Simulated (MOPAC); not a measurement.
# Geometry relaxation, with input and output: BSiNH2ClF (charge +1) (part 3 of 3)

BSiNH2ClF, charge +1, multiplicity 2; PM6-D3, unrestricted, dispersion D3 (MOPAC 23.2.5). The starting geometry was optimised with PM6-D3.

Geometry of the input (Å):
```
F  -0.4947  -2.1358  -0.1700
Si 0.1668  -0.8047  0.3277
Cl 1.3870  -1.2333  1.8308
B  -0.7764  0.8545  0.0892
N  0.3580  0.5014  -0.7497
H  -1.5244  1.7609  0.1718
H  0.7863  0.9787  -1.5209
```

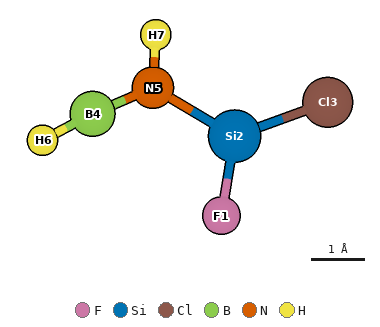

The geometry at step 59 of the log (ball-and-stick view, seen at a tilt; atoms are numbered from 1 in the order of the input).

Trajectory as extended XYZ, continued
```
7
Properties=species:S:1:pos:R:3:forces:R:3 step=43 energy=2.68412
F    -0.7602   -1.9408   -0.0386    0.1973   0.1734   0.0765
Si    0.3993   -1.0021    0.4055   -0.2113   0.0582  -0.1256
Cl    1.7086   -1.5528    1.7025    0.0408  -0.0511   0.0004
B    -1.0211    1.2171   -0.6600    0.0680   0.0783   0.1445
N     0.1296    0.6920   -0.2085   -0.0089   0.2070  -0.0473
H    -2.0748    1.6375   -0.9726    0.3055  -0.1791  -0.0029
H     1.0073    1.2950   -0.1603   -0.3913  -0.2867  -0.0456
7
Properties=species:S:1:pos:R:3:forces:R:3 step=44 energy=2.68112
F    -0.7093   -1.9825   -0.0511   -0.0375   0.0084  -0.0024
Si    0.3782   -0.9999    0.4094    0.0991   0.0117   0.0644
Cl    1.6918   -1.5412    1.7177   -0.0601   0.0196  -0.0954
B    -1.0168    1.2611   -0.6265   -0.0460   0.0288   0.0629
N     0.1148    0.6773   -0.2449    0.3092  -0.0823   0.1221
H    -2.0475    1.7190   -0.8783   -0.2476   0.0773  -0.1480
H     1.0112    1.2245   -0.2851   -0.0173  -0.0636  -0.0036
7
Properties=species:S:1:pos:R:3:forces:R:3 step=45 energy=2.67847
F    -0.7116   -1.9525   -0.0450   -0.1497  -0.1248  -0.0376
Si    0.3759   -0.9878    0.4276    0.2014  -0.0584   0.1788
Cl    1.7084   -1.5633    1.7033   -0.0791   0.0334  -0.1107
B    -1.0265    1.2470   -0.6514   -0.0012   0.0657   0.0439
N     0.1102    0.6805   -0.2210   -0.4303   0.0190  -0.0803
H    -2.0614    1.7003   -0.9709    0.2231  -0.1518   0.0278
H     0.9975    1.2145   -0.2371    0.2358   0.2170  -0.0218
7
Properties=species:S:1:pos:R:3:forces:R:3 step=46 energy=2.67129
F    -0.7358   -1.9386   -0.0394    0.0103   0.0052   0.0170
Si    0.3926   -0.9918    0.4169   -0.0549  -0.0231  -0.0111
Cl    1.7062   -1.5628    1.7013    0.0381  -0.0276  -0.0039
B    -1.0229    1.2277   -0.6527   -0.2099   0.1487  -0.0431
N     0.1172    0.6869   -0.2158    0.0090   0.0093   0.0415
H    -2.0654    1.6532   -0.9822    0.2042  -0.1269   0.0171
H     0.9945    1.2584   -0.1968    0.0033   0.0145  -0.0174
7
Properties=species:S:1:pos:R:3:forces:R:3 step=47 energy=2.67031
F    -0.7486   -1.9130   -0.0278    0.0361   0.0239   0.0235
Si    0.3978   -0.9806    0.4263    0.0312   0.0122   0.0447
Cl    1.7208   -1.5913    1.6946   -0.0834   0.0385  -0.1172
B    -1.0308    1.2123   -0.6847    0.3551  -0.1061   0.2125
N     0.1153    0.7016   -0.2049   -0.1569   0.1722  -0.0438
H    -2.0712    1.5982   -1.0341   -0.0244  -0.0210  -0.0847
H     0.9748    1.3085   -0.1417   -0.1577  -0.1197  -0.0350
7
Properties=species:S:1:pos:R:3:forces:R:3 step=48 energy=2.66693
F    -0.7474   -1.9046   -0.0245   -0.0014  -0.0165   0.0107
Si    0.3993   -0.9762    0.4295    0.0346  -0.0129   0.0492
Cl    1.7210   -1.5974    1.6908   -0.0518   0.0308  -0.0896
B    -1.0294    1.2078   -0.6849   -0.0176   0.0303   0.0268
N     0.1123    0.7031   -0.2034   -0.0081   0.0882   0.0445
H    -2.0731    1.5838   -1.0546    0.1198  -0.0635  -0.0114
H     0.9681    1.3083   -0.1348   -0.0754  -0.0565  -0.0302
7
Properties=species:S:1:pos:R:3:forces:R:3 step=49 energy=2.66542
F    -0.7520   -1.8912   -0.0211   -0.0021  -0.0281   0.0095
Si    0.4047   -0.9735    0.4322   -0.0712   0.0241  -0.0344
Cl    1.7202   -1.6026    1.6849    0.0512  -0.0170   0.0064
B    -1.0295    1.1975   -0.6879   -0.0072   0.0278   0.0028
N     0.1137    0.7074   -0.1969   -0.1201  -0.0359   0.0433
H    -2.0708    1.5547   -1.0758    0.0644  -0.0373  -0.0137
H     0.9575    1.3133   -0.1218    0.0849   0.0664  -0.0139
7
Properties=species:S:1:pos:R:3:forces:R:3 step=50 energy=2.66432
F    -0.7575   -1.8672   -0.0096   -0.0150  -0.0480   0.0045
Si    0.4086   -0.9602    0.4434   -0.0131  -0.0039   0.0137
Cl    1.7301   -1.6281    1.6751   -0.0044   0.0246  -0.0462
B    -1.0328    1.1836   -0.7086   -0.0874   0.0270  -0.0576
N     0.1081    0.7184   -0.1873   -0.0689   0.0338   0.0634
H    -2.0749    1.5059   -1.1364    0.1786  -0.0521   0.0474
H     0.9379    1.3439   -0.0803    0.0103   0.0185  -0.0252
7
Properties=species:S:1:pos:R:3:forces:R:3 step=51 energy=2.66354
F    -0.7535   -1.8686   -0.0084   -0.0331  -0.0548  -0.0016
Si    0.4060   -0.9566    0.4476    0.0341  -0.0181   0.0427
Cl    1.7310   -1.6328    1.6738   -0.0308   0.0451  -0.0705
B    -1.0329    1.1858   -0.7110   -0.0297  -0.0076  -0.0341
N     0.1054    0.7202   -0.1883   -0.0133   0.0174   0.0867
H    -2.0701    1.5032   -1.1392    0.0390  -0.0006  -0.0083
H     0.9343    1.3468   -0.0854    0.0339   0.0186  -0.0150
7
Properties=species:S:1:pos:R:3:forces:R:3 step=52 energy=2.66272
F    -0.7579   -1.8643   -0.0066   -0.0054  -0.0292   0.0078
Si    0.4064   -0.9548    0.4510   -0.0247   0.0026  -0.0019
Cl    1.7327   -1.6356    1.6690    0.0055   0.0247  -0.0362
B    -1.0322    1.1805   -0.7160    0.0910  -0.0489   0.0207
N     0.1067    0.7241   -0.1822   -0.0777   0.0270   0.0474
H    -2.0669    1.4859   -1.1538   -0.0068   0.0170  -0.0261
H     0.9313    1.3557   -0.0742    0.0181   0.0068  -0.0117
7
Properties=species:S:1:pos:R:3:forces:R:3 step=53 energy=2.66170
F    -0.7615   -1.8576   -0.0036    0.0121  -0.0110   0.0170
Si    0.4027   -0.9489    0.4622   -0.0554   0.0058  -0.0312
Cl    1.7387   -1.6437    1.6591    0.0234   0.0169  -0.0131
B    -1.0304    1.1743   -0.7265    0.1404  -0.0737   0.0355
N     0.1049    0.7305   -0.1717   -0.1310   0.0226   0.0064
H    -2.0601    1.4603   -1.1888   -0.0055   0.0270  -0.0144
H     0.9249    1.3660   -0.0581    0.0158   0.0125  -0.0002
7
Properties=species:S:1:pos:R:3:forces:R:3 step=54 energy=2.66052
F    -0.7616   -1.8636   -0.0040    0.0278   0.0159   0.0298
Si    0.3915   -0.9464    0.4765   -0.0940  -0.0002  -0.0662
Cl    1.7454   -1.6432    1.6476    0.0561  -0.0039   0.0261
B    -1.0246    1.1759   -0.7330    0.0973  -0.0645   0.0057
N     0.0999    0.7330   -0.1591   -0.0588   0.0063  -0.0174
H    -2.0426    1.4582   -1.2209   -0.0314   0.0395  -0.0069
H     0.9263    1.3632   -0.0566    0.0030   0.0068   0.0290
7
Properties=species:S:1:pos:R:3:forces:R:3 step=55 energy=2.66003
F    -0.7615   -1.8641   -0.0029    0.0123   0.0027   0.0246
Si    0.3877   -0.9459    0.4806   -0.0526   0.0006  -0.0351
Cl    1.7495   -1.6446    1.6445    0.0267   0.0107   0.0015
B    -1.0233    1.1765   -0.7379    0.0685  -0.0523  -0.0016
N     0.0966    0.7335   -0.1547   -0.0299   0.0290  -0.0339
H    -2.0382    1.4615   -1.2345    0.0100   0.0252   0.0144
H     0.9255    1.3636   -0.0510   -0.0350  -0.0158   0.0300
7
Properties=species:S:1:pos:R:3:forces:R:3 step=56 energy=2.65956
F    -0.7608   -1.8719   -0.0046   -0.0122  -0.0181   0.0167
Si    0.3810   -0.9502    0.4815    0.0008   0.0114   0.0005
Cl    1.7525   -1.6375    1.6436   -0.0013   0.0176  -0.0194
B    -1.0194    1.1813   -0.7387    0.0104  -0.0149  -0.0057
N     0.0941    0.7301   -0.1519    0.0388   0.0266  -0.0411
H    -2.0317    1.4825   -1.2327    0.0256   0.0098   0.0142
H     0.9301    1.3542   -0.0528   -0.0620  -0.0324   0.0349
7
Properties=species:S:1:pos:R:3:forces:R:3 step=57 energy=2.65925
F    -0.7625   -1.8728   -0.0035   -0.0117  -0.0197   0.0162
Si    0.3801   -0.9518    0.4806    0.0049   0.0072   0.0104
Cl    1.7542   -1.6357    1.6427   -0.0076   0.0188  -0.0252
B    -1.0177    1.1812   -0.7411   -0.0197   0.0042  -0.0053
N     0.0927    0.7293   -0.1493    0.0518   0.0255  -0.0487
H    -2.0287    1.4881   -1.2360    0.0467  -0.0033   0.0182
H     0.9282    1.3538   -0.0458   -0.0642  -0.0326   0.0343
7
Properties=species:S:1:pos:R:3:forces:R:3 step=58 energy=2.65829
F    -0.7725   -1.8707    0.0065   -0.0232  -0.0347   0.0030
Si    0.3763   -0.9547    0.4807    0.0407   0.0204   0.0512
Cl    1.7634   -1.6345    1.6317   -0.0269   0.0208  -0.0386
B    -1.0080    1.1742   -0.7596   -0.0747   0.0709   0.0305
N     0.0869    0.7318   -0.1324    0.0504   0.0009  -0.0920
H    -2.0111    1.4887   -1.2702    0.1013  -0.0433   0.0171
H     0.9099    1.3662    0.0069   -0.0676  -0.0349   0.0289
7
Properties=species:S:1:pos:R:3:forces:R:3 step=59 energy=2.65755
F    -0.7745   -1.8693    0.0102   -0.0081  -0.0227   0.0073
Si    0.3764   -0.9532    0.4827    0.0134   0.0012   0.0392
Cl    1.7657   -1.6369    1.6276   -0.0164   0.0181  -0.0302
B    -1.0059    1.1724   -0.7650   -0.0854   0.0746   0.0246
N     0.0842    0.7330   -0.1290    0.0677  -0.0136  -0.0726
H    -2.0043    1.4846   -1.2838    0.0753  -0.0359   0.0037
H     0.9008    1.3713    0.0229   -0.0465  -0.0216   0.0280
7
Properties=species:S:1:pos:R:3:forces:R:3 step=60 energy=2.65524
F    -0.7846   -1.8592    0.0338    0.0082   0.0013   0.0081
Si    0.3658   -0.9403    0.5089   -0.0220  -0.0199   0.0040
Cl    1.7861   -1.6564    1.5923   -0.0029   0.0235  -0.0090
B    -0.9909    1.1603   -0.8069    0.0165   0.0430   0.0776
N     0.0671    0.7460   -0.0999    0.0136   0.0001  -0.0781
H    -1.9563    1.4446   -1.3973    0.0542  -0.0255   0.0033
H     0.8461    1.4067    0.1338   -0.0676  -0.0224  -0.0058
7
Properties=species:S:1:pos:R:3:forces:R:3 step=61 energy=2.65510
F    -0.7803   -1.8714    0.0341   -0.0062   0.0041   0.0046
Si    0.3597   -0.9428    0.5103   -0.0467  -0.0264  -0.0368
Cl    1.7835   -1.6480    1.5905    0.0508  -0.0041   0.0332
B    -0.9864    1.1686   -0.8004   -0.0796   0.0618  -0.0242
N     0.0686    0.7416   -0.1075    0.1074  -0.1157   0.0769
H    -1.9460    1.4610   -1.3849   -0.0897   0.0223  -0.0775
H     0.8446    1.3956    0.1305    0.0640   0.0579   0.0239
7
Properties=species:S:1:pos:R:3:forces:R:3 step=62 energy=2.65403
F    -0.7865   -1.8672    0.0384    0.0046   0.0050   0.0083
Si    0.3572   -0.9426    0.5157   -0.0423  -0.0233  -0.0281
Cl    1.7912   -1.6505    1.5825    0.0296   0.0022   0.0211
B    -0.9824    1.1647   -0.8112   -0.0550   0.0572  -0.0039
N     0.0635    0.7428   -0.0965    0.0656  -0.0381   0.0164
H    -1.9329    1.4561   -1.4182    0.0010  -0.0113  -0.0195
H     0.8318    1.4047    0.1585   -0.0036   0.0082   0.0057
7
Properties=species:S:1:pos:R:3:forces:R:3 step=63 energy=2.65372
F    -0.7922   -1.8683    0.0448    0.0037   0.0020   0.0077
Si    0.3499   -0.9432    0.5235   -0.0217  -0.0116  -0.0231
Cl    1.8002   -1.6502    1.5707    0.0102   0.0070   0.0119
B    -0.9744    1.1643   -0.8238   -0.0095   0.0355   0.0279
N     0.0579    0.7435   -0.0852    0.0107   0.0054  -0.0254
H    -1.9115    1.4541   -1.4548    0.0376  -0.0227   0.0080
H     0.8146    1.4111    0.1947   -0.0310  -0.0156  -0.0070
7
Properties=species:S:1:pos:R:3:forces:R:3 step=64 energy=2.65347
F    -0.7935   -1.8714    0.0453    0.0013  -0.0007   0.0066
Si    0.3486   -0.9460    0.5218   -0.0226  -0.0030  -0.0222
Cl    1.8005   -1.6462    1.5708    0.0159   0.0006   0.0136
B    -0.9726    1.1671   -0.8223   -0.0177   0.0283   0.0193
N     0.0583    0.7416   -0.0853    0.0112  -0.0017  -0.0196
H    -1.9080    1.4598   -1.4533    0.0219  -0.0157  -0.0002
H     0.8144    1.4082    0.1957   -0.0101  -0.0077   0.0025
7
Properties=species:S:1:pos:R:3:forces:R:3 step=65 energy=2.65325
F    -0.8009   -1.8827    0.0526   -0.0046  -0.0047  -0.0003
Si    0.3397   -0.9546    0.5200    0.0008   0.0162  -0.0141
Cl    1.8069   -1.6336    1.5628    0.0081  -0.0079   0.0105
B    -0.9613    1.1759   -0.8253   -0.0295  -0.0049  -0.0136
N     0.0561    0.7369   -0.0793    0.0214   0.0156   0.0226
H    -1.8821    1.4726   -1.4740   -0.0040   0.0032  -0.0072
H     0.8016    1.4039    0.2288    0.0078  -0.0174   0.0021
7
Properties=species:S:1:pos:R:3:forces:R:3 step=66 energy=2.65316
F    -0.7982   -1.8800    0.0504   -0.0021  -0.0014   0.0016
Si    0.3427   -0.9521    0.5192   -0.0046   0.0017  -0.0100
Cl    1.8044   -1.6371    1.5662    0.0062  -0.0019   0.0065
B    -0.9655    1.1742   -0.8231   -0.0158   0.0007  -0.0015
N     0.0572    0.7385   -0.0815   -0.0059  -0.0074  -0.0039
H    -1.8910    1.4692   -1.4663    0.0013  -0.0010  -0.0031
H     0.8076    1.4026    0.2159    0.0209   0.0094   0.0104
7
Properties=species:S:1:pos:R:3:forces:R:3 step=67 energy=2.65313
F    -0.7985   -1.8784    0.0508   -0.0018  -0.0021  -0.0002
Si    0.3448   -0.9518    0.5170   -0.0088   0.0050  -0.0084
Cl    1.8032   -1.6379    1.5673    0.0106  -0.0033   0.0081
B    -0.9666    1.1726   -0.8224   -0.0096   0.0084   0.0014
N     0.0578    0.7393   -0.0819    0.0111  -0.0006   0.0045
H    -1.8934    1.4660   -1.4644    0.0002  -0.0020  -0.0043
H     0.8086    1.4041    0.2166   -0.0018  -0.0054  -0.0011
7
Properties=species:S:1:pos:R:3:forces:R:3 step=68 energy=2.65311
F    -0.7990   -1.8794    0.0510   -0.0014  -0.0016  -0.0002
Si    0.3441   -0.9525    0.5164    0.0002   0.0016  -0.0020
Cl    1.8037   -1.6369    1.5672    0.0015  -0.0003   0.0023
B    -0.9662    1.1736   -0.8221   -0.0031   0.0039   0.0018
N     0.0577    0.7390   -0.0815    0.0004  -0.0035  -0.0006
H    -1.8920    1.4671   -1.4656   -0.0001  -0.0008  -0.0020
H     0.8090    1.4026    0.2176    0.0026   0.0006   0.0008
7
Properties=species:S:1:pos:R:3:forces:R:3 step=69 energy=2.65311
F    -0.7992   -1.8800    0.0510    0.0009   0.0001   0.0000
Si    0.3448   -0.9531    0.5147   -0.0002  -0.0021   0.0016
Cl    1.8032   -1.6361    1.5684   -0.0012   0.0007  -0.0007
B    -0.9668    1.1745   -0.8207   -0.0017   0.0013  -0.0014
N     0.0580    0.7386   -0.0821    0.0011  -0.0040  -0.0001
H    -1.8927    1.4682   -1.4637   -0.0021   0.0008  -0.0007
H     0.8107    1.4012    0.2158    0.0032   0.0032   0.0014
7
Properties=species:S:1:pos:R:3:forces:R:3 step=70 energy=2.65310
F    -0.7991   -1.8801    0.0508    0.0005  -0.0002  -0.0002
Si    0.3449   -0.9532    0.5144    0.0004  -0.0012   0.0017
Cl    1.8029   -1.6359    1.5689   -0.0013   0.0007  -0.0008
B    -0.9670    1.1746   -0.8203   -0.0002   0.0005   0.0005
N     0.0583    0.7385   -0.0825    0.0017  -0.0032  -0.0003
H    -1.8936    1.4686   -1.4622   -0.0032   0.0012  -0.0019
H     0.8116    1.4008    0.2145    0.0021   0.0022   0.0011
7
Properties=species:S:1:pos:R:3:forces:R:3 step=71 energy=2.65310
F    -0.7986   -1.8804    0.0500   -0.0005  -0.0010  -0.0004
Si    0.3453   -0.9536    0.5136    0.0000   0.0014   0.0010
Cl    1.8021   -1.6354    1.5701    0.0001  -0.0002  -0.0001
B    -0.9677    1.1750   -0.8190   -0.0020   0.0009  -0.0006
N     0.0590    0.7381   -0.0837    0.0040  -0.0004   0.0001
H    -1.8959    1.4698   -1.4584   -0.0007   0.0004  -0.0005
H     0.8141    1.3999    0.2106   -0.0009  -0.0010   0.0004
7
Properties=species:S:1:pos:R:3:forces:R:3 step=72 energy=2.65310
F    -0.7985   -1.8806    0.0499   -0.0003  -0.0006  -0.0002
Si    0.3451   -0.9535    0.5138    0.0002   0.0007   0.0004
Cl    1.8022   -1.6354    1.5701   -0.0002   0.0000   0.0001
B    -0.9677    1.1752   -0.8190   -0.0009   0.0003   0.0000
N     0.0591    0.7381   -0.0838    0.0023   0.0000   0.0000
H    -1.8959    1.4701   -1.4582   -0.0006   0.0004  -0.0006
H     0.8142    1.3998    0.2105   -0.0005  -0.0007   0.0003
7
Properties=species:S:1:pos:R:3:forces:R:3 step=73 energy=2.65310
F    -0.7983   -1.8811    0.0496   -0.0001   0.0002   0.0001
Si    0.3450   -0.9537    0.5136    0.0004  -0.0002  -0.0001
Cl    1.8019   -1.6350    1.5704   -0.0003   0.0000   0.0000
B    -0.9679    1.1756   -0.8185    0.0011  -0.0006   0.0005
N     0.0594    0.7378   -0.0843   -0.0014   0.0002  -0.0005
H    -1.8965    1.4712   -1.4569    0.0001   0.0000   0.0001
H     0.8152    1.3991    0.2093    0.0002   0.0003   0.0000
7
Properties=species:S:1:pos:R:3:forces:R:3 step=74 energy=2.65310
F    -0.7984   -1.8809    0.0497    0.0000   0.0001   0.0000
Si    0.3451   -0.9536    0.5137    0.0000  -0.0001  -0.0001
Cl    1.8020   -1.6352    1.5703   -0.0001   0.0000   0.0001
B    -0.9679    1.1754   -0.8186    0.0001  -0.0001  -0.0001
N     0.0593    0.7379   -0.0842    0.0001   0.0001   0.0001
H    -1.8963    1.4708   -1.4574    0.0000   0.0000  -0.0001
H     0.8148    1.3994    0.2097   -0.0001   0.0000   0.0000
```

Results in brief

- outcome: converged
- total energy: −38.801154 hartree
- dispersion energy: −0.001775 hartree
- heat of formation: 61.18 kcal/mol
- basis functions: 32
- largest force: 0.000 eV/Å
- ⟨S²⟩: 0.752
- hardware: 1 thread of Arm Neoverse V1, 24 GiB of memory available, shared host
- peak memory: 0.086 GiB

Notes

MOPAC's energies along a path are heats of formation.
